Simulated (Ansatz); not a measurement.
**C₂H₈N₂W: how energies converge with the basis set**

How large a basis does C₂H₈N₂W need? Two functionals are run in growing sets.

Program: Ansatz 0.2.0, Gaussian basis. Level of theory: one geometry, several basis sets. These are calculated values, not measurements.

Plan: PBE0-D4/def2-SVP; ωB97M-V/def2-SVP; PBE0-D4/def2-QZVPP; ωB97M-V/def2-QZVPP; the functionals' def2-TZVPP values are taken from earlier runs.

1 further run of the same task is left out (for a known fault of the program). Runs told in other sessions of the task aren't counted.

## (1) The relaxed structure

The geometry comes from an earlier relaxation with PBE0-D4 in a triple-zeta def2 set; it is a stationary point, not always the lowest conformer. W takes the def2 core potential; no spin-orbit term is included.

SMILES `[CH3][W]([CH3])(=[NH])=[NH]`, 13 atoms, charge 0, spin multiplicity 1.

Atoms are counted from 1 here; the program's logs count them from 0.

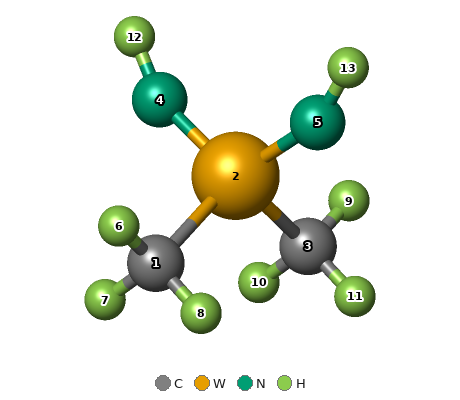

The structure; carbon grey, tungsten amber, nitrogen teal, hydrogen green; atoms are numbered from 1 in the order of the file.

## (2) PBE0-D4 in def2-SVP

Contents of in.yaml:

```yaml
crystal:
  periodic: [false, false, false]
  atoms:
    - {symbol: C, position_ang: [-1.786844, 0.658865, -0.354102]}
    - {symbol: W, position_ang: [0.279788, 0.217114, -0.161703]}
    - {symbol: C, position_ang: [0.680704, -1.517229, 0.993528]}
    - {symbol: N, position_ang: [0.898960, -0.077148, -1.771318]}
    - {symbol: N, position_ang: [1.025451, 1.570359, 0.658947]}
    - {symbol: H, position_ang: [-1.979748, 1.551794, -0.952736]}
    - {symbol: H, position_ang: [-2.293722, -0.184840, -0.835626]}
    - {symbol: H, position_ang: [-2.216564, 0.821380, 0.640626]}
    - {symbol: H, position_ang: [1.747321, -1.733248, 1.085762]}
    - {symbol: H, position_ang: [0.201415, -2.383475, 0.524029]}
    - {symbol: H, position_ang: [0.276636, -1.381038, 2.002871]}
    - {symbol: H, position_ang: [1.497763, 0.114129, -2.559497]}
    - {symbol: H, position_ang: [1.668840, 2.343326, 0.729219]}
basis:
  gaussian: {orbitals: def2-SVP}
hamiltonian: {xc: pbe0, dispersion: d4}
output: {orbitals: {seedname: orbitals}}
```

Started as:

```sh
$ ansatz run in.yaml --threads 4 --pin off --events-out ev --progress --plain --max-ram 11315MiB
```

The program printed:

```text
Functional definition: PBE0
  name "PBE0"
  cite "Adamo & Barone, J. Chem. Phys. 110, 6158 (1999) doi:10.1063/1.478522"
  cite "Perdew, Burke & Ernzerhof, Phys. Rev. Lett. 77, 3865 (1996) doi:10.1103/PhysRevLett.77.3865"
  parent pbe
  parameter a = 0.25
  parameter kappa = 0.804
  parameter beta = 0.06672455060314922
  exchange = (1 - a)*pbe_x(kappa = kappa, mu = beta*pi^2/3) + a*exact_x
  correlation = pbe_c(beta = beta)
1471 factors; their error is unknown
mean field evaluation 1: about -6981.0990 eV, gradient 9.7e1 eV
mean field evaluation 2: about -6894.4265 eV, gradient 2.1e2 eV
mean field evaluation 4: about -7000.6693 eV, gradient 8.3e0 eV
mean field evaluation 8: about -7000.8172 eV, gradient 1.9e-1 eV
mean field evaluation 16: about -7000.8617 eV, gradient 2.0e-4 eV
mean field -7000.86168487 eV, -257.2769215646 hartree, gradient 3.4e-5 eV, S^2 0.000000; 0 other end points of the search recorded, 0 dependent functions left out
reference -7000.86173926 eV, -257.2769235634 hartree; 24, 24 occupied and 104, 104 virtual orbitals, 1471 factors
Total energy: -7001.11691752 eV, -257.2863011913 hartree
```

Wall time 1.7 s (4 threads of Arm Neoverse V2, shared host); peak memory 0.3 GiB.

## (3) ωB97M-V in def2-SVP

Changes to in.yaml since step 2:

```diff
@@ -18,3 +18,3 @@
   gaussian: {orbitals: def2-SVP}
-hamiltonian: {xc: pbe0, dispersion: d4}
+hamiltonian: {xc: {name: wB97M-V}}
 output: {orbitals: {seedname: orbitals}}
```

Launched as before.

The program printed, shortened:

```text
Functional definition: wB97M-V
  name "wB97M-V"
  cite "Mardirossian & Head-Gordon, J. Chem. Phys. 144, 214110 (2016) doi:10.1063/1.4952647"
  cite "Becke, J. Chem. Phys. 107, 8554 (1997) doi:10.1063/1.475007"
  cite "Vydrov & Van Voorhis, J. Chem. Phys. 133, 244103 (2010) doi:10.1063/1.3521275"
  # Of w^i u^j: cxij and so on, Table III.
[...]
  gx(w, u) = 1 - cx + cx01*u + cx10*w
  gss(w, u) = css00 + css04*u^4 + css10*w + css20*w^2 + css43*w^4*u^3
  gos(w, u) = cos00 + cos10*w + (cos20 + cos21*u)*w^2 + (cos60 + cos61*u)*w^6
[...]
      + integral(e_c_pw_mod_opposite_spin*gos(b97_w_opposite, b97_u_opposite)) + vv10(b, c)
1446 factors; their error is unknown
354 factors; integrals over basis functions are off by at most 1.1e-5 eV
[...]
mean field -7001.81238901 eV, -257.3118592973 hartree, gradient 4.1e-5 eV, S^2 0.000000; 0 other end points of the search recorded, 0 dependent functions left out
reference -7001.81247467 eV, -257.3118624450 hartree; 24, 24 occupied and 104, 104 virtual orbitals, 1446 factors
Total energy: -7001.81247467 eV, -257.3118624450 hartree
```

It took 8 s on 4 threads of Arm Neoverse V2, shared host; peak memory 0.44 GiB.

## (4) PBE0-D4 in def2-QZVPP

Changes to in.yaml since step 3:

```diff
@@ -17,4 +17,4 @@
 basis:
-  gaussian: {orbitals: def2-SVP}
-hamiltonian: {xc: {name: wB97M-V}}
+  gaussian: {orbitals: "def2-QZVPP.json"}
+hamiltonian: {xc: pbe0, dispersion: d4}
 output: {orbitals: {seedname: orbitals}}
```

The command is unchanged.

The program printed:

```text
Functional definition: PBE0
  name "PBE0"
  cite "Adamo & Barone, J. Chem. Phys. 110, 6158 (1999) doi:10.1063/1.478522"
  cite "Perdew, Burke & Ernzerhof, Phys. Rev. Lett. 77, 3865 (1996) doi:10.1103/PhysRevLett.77.3865"
  parent pbe
  parameter a = 0.25
  parameter kappa = 0.804
  parameter beta = 0.06672455060314922
  exchange = (1 - a)*pbe_x(kappa = kappa, mu = beta*pi^2/3) + a*exact_x
  correlation = pbe_c(beta = beta)
1678 factors; their error is unknown
mean field evaluation 1: about -6982.7806 eV, gradient 1.1e2 eV
mean field evaluation 2: about -6878.9533 eV, gradient 2.5e2 eV
mean field evaluation 4: about -7007.0584 eV, gradient 1.8e1 eV
mean field evaluation 8: about -7007.7809 eV, gradient 7.5e-2 eV
mean field evaluation 16: about -7007.7896 eV, gradient 8.7e-5 eV
mean field -7007.78961159 eV, -257.5315181757 hartree, gradient 8.4e-5 eV, S^2 0.000000; 0 other end points of the search recorded, 0 dependent functions left out
reference -7007.78965863 eV, -257.5315199043 hartree; 24, 24 occupied and 525, 525 virtual orbitals, 1678 factors
Total energy: -7008.04483689 eV, -257.5408975322 hartree
```

Wall time 12 s (4 threads of Arm Neoverse V2, shared host); peak memory 2 GiB.

## (5) ωB97M-V in def2-QZVPP

Changes to in.yaml since step 4:

```diff
@@ -18,3 +18,3 @@
   gaussian: {orbitals: "def2-QZVPP.json"}
-hamiltonian: {xc: pbe0, dispersion: d4}
+hamiltonian: {xc: {name: wB97M-V}}
 output: {orbitals: {seedname: orbitals}}
```

The command is unchanged.

The program printed, shortened:

```text
Functional definition: wB97M-V
  name "wB97M-V"
  cite "Mardirossian & Head-Gordon, J. Chem. Phys. 144, 214110 (2016) doi:10.1063/1.4952647"
  cite "Becke, J. Chem. Phys. 107, 8554 (1997) doi:10.1063/1.475007"
  cite "Vydrov & Van Voorhis, J. Chem. Phys. 133, 244103 (2010) doi:10.1063/1.3521275"
  # Of w^i u^j: cxij and so on, Table III.
[...]
  gx(w, u) = 1 - cx + cx01*u + cx10*w
  gss(w, u) = css00 + css04*u^4 + css10*w + css20*w^2 + css43*w^4*u^3
  gos(w, u) = cos00 + cos10*w + (cos20 + cos21*u)*w^2 + (cos60 + cos61*u)*w^6
[...]
      + integral(e_c_pw_mod_opposite_spin*gos(b97_w_opposite, b97_u_opposite)) + vv10(b, c)
1638 factors; their error is unknown
451 factors; integrals over basis functions are off by at most 6.9e-6 eV
[...]
mean field -7009.06576581 eV, -257.5784159782 hartree, gradient 5.3e-5 eV, S^2 0.000000; 0 other end points of the search recorded, 0 dependent functions left out
reference -7009.06584153 eV, -257.5784187608 hartree; 24, 24 occupied and 525, 525 virtual orbitals, 1638 factors
Total energy: -7009.06584153 eV, -257.5784187608 hartree
```

Run time: 28 s. Hardware: 4 threads of Arm Neoverse V2, shared host; peak memory 2.5 GiB.

## (6) Functionals by basis

The def2-TZVPP values come from earlier runs at the same geometry.

```tsv
functional	basis	functions	energy (eV)	from the largest (eV)	HOMO (eV)	LUMO (eV)
PBE0-D4	def2-SVP	128	-7001.1169	6.928	-7.24	-1.45
PBE0-D4	def2-TZVPP	292	-7007.7015	0.343	-7.35	-1.53
PBE0-D4	def2-QZVPP	549	-7008.0448	0.000	-7.37	-1.57
ωB97M-V	def2-SVP	128	-7001.8125	7.253	-9.53	0.51
ωB97M-V	def2-TZVPP	292	-7008.7337	0.332	-9.66	0.45
ωB97M-V	def2-QZVPP	549	-7009.0658	0.000	-9.68	0.39
```

## (7) Outcome

```
                                       quantity          value
PBE0-D4: double and triple zeta above quadruple  6.93, 0.34 eV
ωB97M-V: double and triple zeta above quadruple  7.25, 0.33 eV
```

PBE0-D4 gains 6.58 eV from double to triple zeta, then 0.34 eV more. These are total energies; as a rule much of such shifts cancels in differences, which this series doesn't test.

For PBE0-D4 the largest set took about 7 times as long as the smallest (12 s against 1.7 s).
